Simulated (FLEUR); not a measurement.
# E(M) of MnAu2

Wanted: E(M) for MnAu2, with its minima.

Calculated with FLEUR MaX-R8.1; LDA (VWN); all-electron FLAPW, Dirac cores, scalar-relativistic bands.

The database entry behind the starting cell differs from later determinations by our own check (an axis about 1.9 % short against later determinations), so it need not match the best structure at ambient conditions.

## 1. Starting point

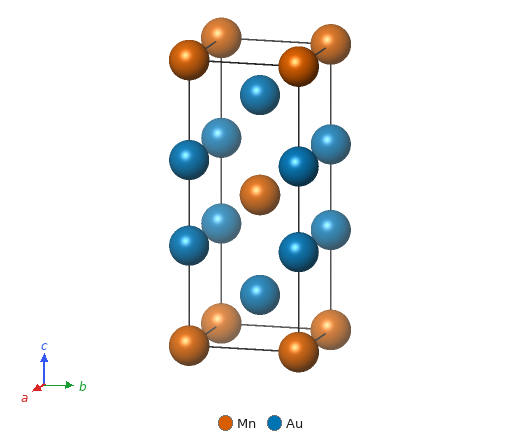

The cell as given, slightly off an axis (manganese orange, gold blue). This picture shows the conventional cell, with its axes. Some periodic images of atoms are drawn too.

## 2. The free run

The free run tells which range of moments is worth scanning.

inpgen writes inp.xml from crystal.txt; cutoffs, mixing, functional, smearing and local orbitals are then set in the file. The k list default-1 (kpts.xml, not shown) is a Γ-centred 12×12×12 mesh; where the ranks do not divide the number of points, some are split in two of half the weight.

inp.xml reads:

```
<?xml version="1.0" encoding="UTF-8" standalone="no"?>
<fleurInput fleurInputVersion="0.39">
   <comment>
      MnAu2
   </comment>
   <calculationSetup>
      <cutoffs Kmax="3.6" Gmax="10.8" GmaxXC="10.8" numbands="0"/>
      <scfLoop itmax="90" minDistance="0.00002" maxIterBroyd="15" imix="Anderson" alpha="0.05" precondParam="0.0" spinf="2.0" sdNocoIR="T"/>
      <coreElectrons ctail="T" frcor="F" kcrel="0" coretail_lmax="0"/>
      <xcFunctional name="vwn" relativisticCorrections="F"/>
      <magnetism jspins="2"/>
      <soc l_soc="F" theta="0.0" phi="0.0" spav="F"/>
      <expertModes spex="0" secvar="F"/>
      <geometryOptimization l_f="F" forcealpha="1.0" forcemix="BFGS" epsdisp="0.00001" epsforce="0.00001"/>
      <ldaU l_linMix="F" mixParam="0.05" spinf="1.0"/>
   </calculationSetup>
   <cell>
      <bzIntegration valenceElectrons="49.0" mode="hist" fermiSmearingEnergy="0.00293995">
         <kPointListSelection listName="default-1"/>
         <xi:include xmlns:xi="http://www.w3.org/2001/XInclude" href="kpts.xml"> </xi:include>
      </bzIntegration>
      <xi:include xmlns:xi="http://www.w3.org/2001/XInclude" href="sym.xml"> </xi:include>
      <bulkLattice scale="1.0">
         <bravaisMatrix>
            <row-1>   -3.1775744785148996     3.1775744785148996     8.1182634312815996</row-1>
            <row-2>    3.1775744785148996    -3.1775744785148996     8.1182634312815996</row-2>
            <row-3>    3.1775744785148996     3.1775744785148996    -8.1182634312815996</row-3>
         </bravaisMatrix>
      </bulkLattice>
   </cell>
   <atomSpecies>
      <species name="Manganese 3.501" element="Mn" atomicNumber="25">
         <mtSphere radius="2.61" gridPoints="863" logIncrement="0.014"/>
         <atomicCutoffs lmax="10" lnonsphr="8"/>
         <electronConfig flipSpins="F">
            <coreConfig>(1s1/2) (2s1/2) (2p1/2) (2p3/2)</coreConfig>
            <valenceConfig>(3s1/2) (3p1/2) (3p3/2) (4s1/2) (3d3/2) (3d5/2)</valenceConfig>
            <stateOccupation state="(3d3/2)" spinUp="1.2505" spinDown="0.7495"/>
            <stateOccupation state="(3d5/2)" spinUp="3.0" spinDown="0.0"/>
         </electronConfig>
         <energyParameters s="4" p="4" d="3" f="4"/>
         <lo type="SCLO" l="0" n="3" eDeriv="0"/>
         <lo type="SCLO" l="1" n="3" eDeriv="0"/>
      </species>
      <species name="Gold (Au)" element="Au" atomicNumber="79">
         <mtSphere radius="2.37" gridPoints="783" logIncrement="0.017"/>
         <atomicCutoffs lmax="8" lnonsphr="6"/>
         <electronConfig flipSpins="F">
            <coreConfig>(1s1/2) (2s1/2) (2p1/2) (2p3/2) (3s1/2) (3p1/2) (3p3/2) (4s1/2) (3d3/2) (3d5/2) (4p1/2) (4p3/2) (5s1/2) (4d3/2) (4d5/2) (4f5/2) (4f7/2)</coreConfig>
            <valenceConfig>(5p1/2) (5p3/2) (6s1/2) (5d3/2) (5d5/2)</valenceConfig>
            <stateOccupation state="(6s1/2)" spinUp="0.500000" spinDown="0.500000"/>
         </electronConfig>
         <energyParameters s="6" p="6" d="5" f="5"/>
         <lo type="SCLO" l="1" n="5" eDeriv="0"/>
      </species>
   </atomSpecies>
   <atomGroups>
      <atomGroup species="Manganese 3.501">
         <relPos label="                   1">.0000000000 .0000000000 .0000000000</relPos>
         <force calculate="T" relaxXYZ="TTT"/>
      </atomGroup>
      <atomGroup species="Gold (Au)">
         <relPos label="                   2">7.000/20.000 7.000/20.000 .0000000000</relPos>
         <relPos label="                   3">-7.000/20.000 -7.000/20.000 .0000000000</relPos>
         <force calculate="T" relaxXYZ="TTT"/>
      </atomGroup>
   </atomGroups>
   <output dos="F" band="F" slice="F">
      <bandDOS minEnergy="-.5*Htr" maxEnergy="0.5*Htr" sigma="0.015" storeEVData="T"/>
      <plotting iplot="0" polar="F">
         <plot TwoD="T" vec1="  1.0  0.0  0.0" vec2="  0.0  1.0  0.0" vec3="  0.0  0.0  1.0" zero="  0.0  0.0  0.0" file="plot"/>
      </plotting>
      <moessbauerParams electricFieldGradient="F" isomerShift="F" coreHyperfine="F" valenceHyperfine="F"/>
   </output>
</fleurInput>
```

crystal.txt reads:

```
MnAu2
&input film=F cartesian=F /
-1.68150000000  1.68150000000  4.29600000000
1.68150000000  -1.68150000000  4.29600000000
1.68150000000  1.68150000000  -4.29600000000
1.8897261246
1.0 1.0 1.0

3
25 0.00000000000  0.00000000000  0.00000000000 : 3.501
79 0.35000000000  0.35000000000  0.00000000000
79 0.65000000000  0.65000000000  0.00000000000

&kpt div1=12 div2=12 div3=12 gamma=T /
```

Launch:

```bash
> OMP_NUM_THREADS=1 inpgen -f crystal.txt > inpgen.log  # inp.xml is then edited as shown
> OMP_NUM_THREADS=1 mpirun -n 4 fleur_MPI > fleur.log
```

Output:

```text
Welcome to FLEUR        (www.flapw.de)
      MaX-Release 8.1          (www.max-centre.eu)

 ========== k-point set info ==========
 Selected k-point list: default-1
 k-point list type: mesh
 0 x 0 x 0
 Number of k points: 164

 ------------Calculation Setup---------------------------
 Number of MPI-tasks      :            4
 Number of PE/node        :            4
 Number of OMP-threads    :            1
 k-points in parallel     :            4
 pe's per k-point         :            1
 No of k-point loops      :           41
 Eigenvalue solver        :       lapack
 Number of basis functions:          295
 Approximate size of matrices (H+S) per k-point:         0.001 GB
 --------------------------------------------------------
 Iteration:     1   Distance:      29.22285120 me/bohr^3
 Iteration:     2   Distance:      17.28251397 me/bohr^3
 Iteration:     3   Distance:      12.00687497 me/bohr^3
 Iteration:     4   Distance:       8.07058999 me/bohr^3
 Iteration:     5   Distance:       5.33904465 me/bohr^3
 Iteration:     6   Distance:       5.10583204 me/bohr^3
 Iteration:     7   Distance:       1.76435517 me/bohr^3
 Iteration:     8   Distance:       2.09325434 me/bohr^3
 Iteration:     9   Distance:       0.47566314 me/bohr^3
 Iteration:    10   Distance:       0.47641427 me/bohr^3
 Iteration:    11   Distance:       0.22557880 me/bohr^3
 Iteration:    12   Distance:       0.15658108 me/bohr^3
 Iteration:    13   Distance:       0.06787094 me/bohr^3
 Iteration:    14   Distance:       0.00913297 me/bohr^3
 Iteration:    15   Distance:       0.00348618 me/bohr^3
 Iteration:    16   Distance:       0.00317854 me/bohr^3
 Iteration:    17   Distance:       0.00269293 me/bohr^3
 Iteration:    18   Distance:       0.00080169 me/bohr^3
 Iteration:    19   Distance:       0.00041276 me/bohr^3
 Iteration:    20   Distance:       0.00015346 me/bohr^3
 Iteration:    21   Distance:       0.00016192 me/bohr^3
 Iteration:    22   Distance:       0.00005887 me/bohr^3
 Iteration:    23   Distance:       0.00001662 me/bohr^3

 ********************************************************************
 Run finished successfully
 Stop message:
   all done
 ********************************************************************

--- out.xml (last complete iteration) ---
<iteration numberForCurrentRun="   23" overallNumber="   23">
         [... left out ...]
         <bandgap value="0.0053726250" units="eV"/>
         <sumValenceSingleParticleEnergies value="-26.8445980816" units="Htr"/>
         <FermiEnergy value="0.3916520416" units="Htr"/>
         <valenceDensity>
            <mtCharges spin="1">
               <mtCharge atomType="1" total="9.0460673" s="1.2273055" p="3.2471581" d="4.5289752" f="0.0296749"/>
               <mtCharge atomType="2" total="7.5774197" s="0.2420693" p="3.1201252" d="4.1988357" f="0.0130139"/>
            </mtCharges>
            <mtCharges spin="2">
               <mtCharge atomType="1" total="5.2314056" s="1.1974609" p="3.2338053" d="0.7587476" f="0.0287685"/>
               <mtCharge atomType="2" total="7.5000564" s="0.2675346" p="3.1321445" d="4.0884941" f="0.0095019"/>
            </mtCharges>
            <spinDependentCharge spin="1" total="26.4841802" interstitial="2.2832735" mtSpheres="24.2009068"/>
            <spinDependentCharge spin="2" total="22.5158198" interstitial="2.2843015" mtSpheres="20.2315183"/>
            <totalCharge value="49.0000000000"/>
         </valenceDensity>
         [... left out ...]
         <allElectronCharges>
            <spinDependentCharge spin="1" total="93.4841802" interstitial="2.2845137" mtSpheres="91.1996665"/>
            <spinDependentCharge spin="2" total="89.5158198" interstitial="2.2855435" mtSpheres="87.2302762"/>
            <totalCharge value="182.9999999782"/>
         </allElectronCharges>
         <magneticMomentsInMTSpheres units="muBohr">
            <globalMagMoment atomType="1" vec="0.00000   0.00000   3.81466"/>
            <localMagMoment atomType="1" vec="0.00000   0.00000   3.81466"/>
            <globalMagMoment atomType="2" vec="0.00000   0.00000   0.07736"/>
            <localMagMoment atomType="2" vec="0.00000   0.00000   0.07736"/>
         </magneticMomentsInMTSpheres>
         <moessbauerParams unitsHFF="kG" unitsIS="e/bohr^3" unitsEFG="Htr/bohr^2">
         </moessbauerParams>
         <totalEnergy value="   -39231.4228413333" units="Htr">
            <sumOfEigenvalues value="   -24077.3115771198">
               <coreElectrons value="-24050.4669790382"/>
               <valenceElectrons value="-26.8445980816"/>
            </sumOfEigenvalues>
            <densityCoulombPotentialIntegral value="-67979.6980386833"/>
            <densityEffectivePotentialIntegral value="-68988.5731805891"/>
            <chargeDenXCDenIntegral value="-760.0951357195"/>
            <FockExchangeEnergyValence value="0.0000000000"/>
            <FockExchangeEnergyCore value="0.0000000000"/>
            <atomTypeDependentContributions atomType="1">
               <electronNucleiInteractionDifferentMTs value="1381.5470640547"/>
               <MadelungTerm value="-8.5377688665"/>
            </atomTypeDependentContributions>
            <atomTypeDependentContributions atomType="2">
               <electronNucleiInteractionDifferentMTs value="47911.0647078081"/>
               <MadelungTerm value="-91.5907490122"/>
            </atomTypeDependentContributions>
            <tkbTimesEntropy value="0.0007384372"/>
            <freeEnergy value="-39231.4235797706"/>
            <extrapolationTo0K value="-39231.4232105519"/>
         </totalEnergy>
         <densityConvergence units="me/bohr^3">
            <chargeDensity spin="1" distance="0.0000063610"/>
            <chargeDensity spin="2" distance="0.0000106415"/>
            <overallChargeDensity distance="0.0000055803"/>
            <spinDensity distance="0.0000166213"/>
         </densityConvergence>
      </iteration>
```

Wall time 83 s (4 MPI ranks of Arm Neoverse V1, shared host); peak memory 0.27 GiB.

Spin moment in the muffin-tin sphere by atom:

| atom | spin moment in the muffin-tin sphere (μB) |
| --- | --- |
| Mn1 | 3.81 |
| Au2 | 0.08 |
| Au3 | 0.08 |

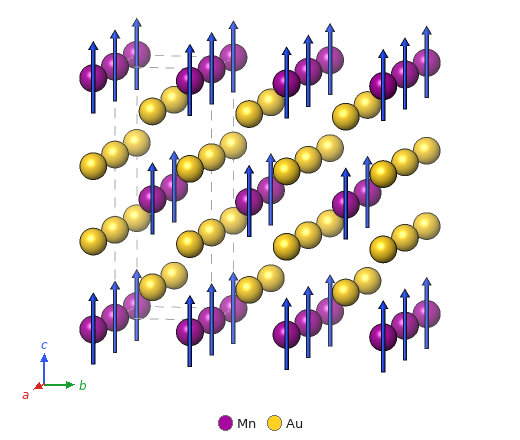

Spin moment in the muffin-tin sphere as arrows, the longest 3.81 μB. Up and down stand for the sign. Arrows give size and sign along the axis of quantisation, drawn up and down the page. 2×3×1 conventional cells are drawn. Some periodic images of atoms are drawn too.

This step gave:

```
free energy                                                       : -1067541.4200 eV
program's band gap on this mesh (in a metal only a level spacing) : 0.005373 eV
magnetization                                                     : 3.968 μB
final state                                                       : ferromagnetic
```

After 23 cycles the largest moment stands at 3.81 μB.

## 3. No spin polarisation

Changes to inp.xml since step 2:

```diff
@@ -10,3 +10,3 @@
       <xcFunctional name="vwn" relativisticCorrections="F"/>
-      <magnetism jspins="2"/>
+      <magnetism jspins="1"/>
       <soc l_soc="F" theta="0.0" phi="0.0" spav="F"/>
@@ -31,3 +31,3 @@
    <atomSpecies>
-      <species name="Manganese 3.501" element="Mn" atomicNumber="25">
+      <species name="Manganese (Mn)" element="Mn" atomicNumber="25">
          <mtSphere radius="2.61" gridPoints="863" logIncrement="0.014"/>
@@ -37,4 +37,4 @@
             <valenceConfig>(3s1/2) (3p1/2) (3p3/2) (4s1/2) (3d3/2) (3d5/2)</valenceConfig>
-            <stateOccupation state="(3d3/2)" spinUp="1.2505" spinDown="0.7495"/>
-            <stateOccupation state="(3d5/2)" spinUp="3.0" spinDown="0.0"/>
+            <stateOccupation state="(3d3/2)" spinUp="1.000000" spinDown="1.000000"/>
+            <stateOccupation state="(3d5/2)" spinUp="1.500000" spinDown="1.500000"/>
          </electronConfig>
@@ -57,3 +57,3 @@
    <atomGroups>
-      <atomGroup species="Manganese 3.501">
+      <atomGroup species="Manganese (Mn)">
          <relPos label="                   1">.0000000000 .0000000000 .0000000000</relPos>
```

Changes to crystal.txt since step 2:

```diff
@@ -9,3 +9,3 @@
 3
-25 0.00000000000  0.00000000000  0.00000000000 : 3.501
+25 0.00000000000  0.00000000000  0.00000000000
 79 0.35000000000  0.35000000000  0.00000000000
```

Output:

```text
[banner, memory and clock lines left out]
Welcome to FLEUR        (www.flapw.de)
      MaX-Release 8.1          (www.max-centre.eu)

 ========== k-point set info ==========
 Selected k-point list: default-1
 k-point list type: mesh
 0 x 0 x 0
 Number of k points: 164

 [... set-up left out ...]
 Iteration:     1   Distance:      52.89546577 me/bohr^3
 Iteration:     2   Distance:      19.16925868 me/bohr^3
 Iteration:     3   Distance:      16.05956554 me/bohr^3
 Iteration:     4   Distance:       9.25428740 me/bohr^3
 Iteration:     5   Distance:       6.33472243 me/bohr^3
 Iteration:     6   Distance:       7.39321393 me/bohr^3
 Iteration:     7   Distance:       5.06399790 me/bohr^3
 Iteration:     8   Distance:       2.72822305 me/bohr^3
[... lines left out ...]
 Iteration:    18   Distance:       0.00147415 me/bohr^3
 Iteration:    19   Distance:       0.00057002 me/bohr^3
 Iteration:    20   Distance:       0.00027968 me/bohr^3
 Iteration:    21   Distance:       0.00025947 me/bohr^3
 Iteration:    22   Distance:       0.00004261 me/bohr^3
 Iteration:    23   Distance:       0.00000988 me/bohr^3

 ********************************************************************
 Run finished successfully
 Stop message:
   all done
 ********************************************************************

--- out.xml (last complete iteration) ---
<iteration numberForCurrentRun="   23" overallNumber="   23">
         [... left out ...]
         <bandgap value="0.0015600903" units="eV"/>
         <sumValenceSingleParticleEnergies value="-26.9523126613" units="Htr"/>
         <FermiEnergy value="0.3806936006" units="Htr"/>
         [... left out ...]
         <totalEnergy value="   -39231.3613031176" units="Htr">
            <sumOfEigenvalues value="   -24078.8151240644">
               <coreElectrons value="-24051.8628114031"/>
               <valenceElectrons value="-26.9523126613"/>
            </sumOfEigenvalues>
         [... left out ...]
            <freeEnergy value="-39231.3676115324"/>
            <extrapolationTo0K value="-39231.3644573250"/>
         </totalEnergy>
         <densityConvergence units="me/bohr^3">
            <chargeDensity spin="1" distance="0.0000098794"/>
         </densityConvergence>
      </iteration>
```

Wall time 46 s (4 MPI ranks); peak memory 0.21 GiB.

This step gave:

```yaml
free_energy: -1067539.8970 eV
program_s_band_gap_on_this_mesh_in_a_metal_only_a_level_spacing: 0.001560 eV
final_state: non-magnetic (no spin polarisation)
```

Its energy lies +1523.0 meV a cell from the free run's.

## 4. Moment fixed at 3.572 μB

Two Fermi energies hold the total moment; the run starts from the free run's density.

Changes to inp.xml since step 3:

```diff
@@ -10,3 +10,3 @@
       <xcFunctional name="vwn" relativisticCorrections="F"/>
-      <magnetism jspins="1"/>
+      <magnetism jspins="2" fixed_moment="3.572"/>
       <soc l_soc="F" theta="0.0" phi="0.0" spav="F"/>
@@ -31,3 +31,3 @@
    <atomSpecies>
-      <species name="Manganese (Mn)" element="Mn" atomicNumber="25">
+      <species name="Manganese 3.501" element="Mn" atomicNumber="25">
          <mtSphere radius="2.61" gridPoints="863" logIncrement="0.014"/>
@@ -37,4 +37,4 @@
             <valenceConfig>(3s1/2) (3p1/2) (3p3/2) (4s1/2) (3d3/2) (3d5/2)</valenceConfig>
-            <stateOccupation state="(3d3/2)" spinUp="1.000000" spinDown="1.000000"/>
-            <stateOccupation state="(3d5/2)" spinUp="1.500000" spinDown="1.500000"/>
+            <stateOccupation state="(3d3/2)" spinUp="1.2505" spinDown="0.7495"/>
+            <stateOccupation state="(3d5/2)" spinUp="3.0" spinDown="0.0"/>
          </electronConfig>
@@ -57,3 +57,3 @@
    <atomGroups>
-      <atomGroup species="Manganese (Mn)">
+      <atomGroup species="Manganese 3.501">
          <relPos label="                   1">.0000000000 .0000000000 .0000000000</relPos>
```

Launch:

```bash
> OMP_NUM_THREADS=1 mpirun -n 4 fleur_MPI > fleur.log
```

Output:

```text
[banner, memory and clock lines left out]
Welcome to FLEUR        (www.flapw.de)
      MaX-Release 8.1          (www.max-centre.eu)

 ========== k-point set info ==========
 Selected k-point list: default-1
 k-point list type: mesh
 0 x 0 x 0
 Number of k points: 164

 [... set-up left out ...]
 Iteration:     1   Distance:       2.85620268 me/bohr^3
 Iteration:     2   Distance:       2.74092045 me/bohr^3
 Iteration:     3   Distance:       1.70165800 me/bohr^3
 Iteration:     4   Distance:       0.21434661 me/bohr^3
 Iteration:     5   Distance:       0.30457778 me/bohr^3
 Iteration:     6   Distance:       0.23133113 me/bohr^3
 Iteration:     7   Distance:       0.09442546 me/bohr^3
 Iteration:     8   Distance:       0.07260728 me/bohr^3
[... lines left out ...]
 Iteration:    13   Distance:       0.00058557 me/bohr^3
 Iteration:    14   Distance:       0.00046555 me/bohr^3
 Iteration:    15   Distance:       0.00004710 me/bohr^3
 Iteration:    16   Distance:       0.00004617 me/bohr^3
 Iteration:    17   Distance:       0.00004255 me/bohr^3
 Iteration:    18   Distance:       0.00000719 me/bohr^3

 ********************************************************************
 Run finished successfully
 Stop message:
   all done
 ********************************************************************

--- out.xml (last complete iteration) ---
<iteration numberForCurrentRun="   18" overallNumber="   41">
         [... left out ...]
         <bandgap value="0.0120671502" units="eV"/>
         <sumValenceSingleParticleEnergies value="-13.1751133369" units="Htr"/>
         <bandgap value="0.0095805336" units="eV"/>
         <sumValenceSingleParticleEnergies value="-26.8558338914" units="Htr"/>
         <FermiEnergy value="0.4025894026" units="Htr"/>
         <FixedTotalMoment fermiEnergyUp="0.3791841478" fermiEnergyDown="0.4025894026" units="Htr"/>
         [... left out ...]
         <magneticMomentsInMTSpheres units="muBohr">
            <globalMagMoment atomType="1" vec="0.00000   0.00000   3.59485"/>
            <globalMagMoment atomType="2" vec="0.00000   0.00000   0.02737"/>
         </magneticMomentsInMTSpheres>
         [... left out ...]
         <totalEnergy value="   -39231.4204157501" units="Htr">
            <sumOfEigenvalues value="   -24077.5374640815">
               <coreElectrons value="-24050.6816301901"/>
               <valenceElectrons value="-26.8558338914"/>
            </sumOfEigenvalues>
         [... left out ...]
            <freeEnergy value="-39231.4212678951"/>
            <extrapolationTo0K value="-39231.4208418226"/>
         </totalEnergy>
         <densityConvergence units="me/bohr^3">
            <chargeDensity spin="1" distance="0.0000040205"/>
            <chargeDensity spin="2" distance="0.0000054846"/>
            <overallChargeDensity distance="0.0000071946"/>
            <spinDensity distance="0.0000063819"/>
         </densityConvergence>
      </iteration>
```

The job ended after 65 s (4 MPI ranks; peak memory 0.27 GiB).

This step gave:

```yaml
magnetization: 3.572 μB
```

Its energy lies +62.9 meV a cell from the free run's.

[end of part 1 of 2]

[Logs and program files are shortened in this print: banners, set-up blocks, solver, clock and traceback lines can be left out without a mark of their own.]

[Logs are printed without paths, hosts, clocks, repeated set-up lines and the standing remarks that a program may print on its own settings, such as how far it seeks lower states.]

[Hosts, paths, dates, database ids (printed as entryN), source tags and the programs' standing remarks are cut or masked in the printed files.]

[Where a cell is said to come from a database of computed structures, the database is the Materials Project.]
